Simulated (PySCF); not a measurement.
Vertical excitations of a molecule C12H9N from TDA-B3LYP/def2-SVP in PySCF, as energy in eV (oscillator strength): 4.18 (0.035), 4.62 (0.103), 5.39 (0.207), 5.44 (0.047), 5.53 (0.446), 6.03 (0.017). Lowest triplet (TDA): 3.42 eV. Geometry optimised at B3LYP-D3(BJ)/def2-SVP. One conformer was computed; it need not be the lowest.

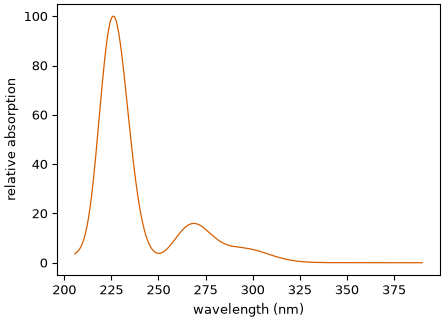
Figure: The lines broadened by 0.4 eV.

Task: Which molecule gave these data?
A. N#CC1=C(c2ccccc2)C=CC1
B. N#CC1=C(c2ccccc2)CC=C1
C. c1ccc2c(c1)[nH]c1ccccc12
D. N#CC1=CCC=C1c1ccccc1

Result: C, c1ccc2c(c1)[nH]c1ccccc12
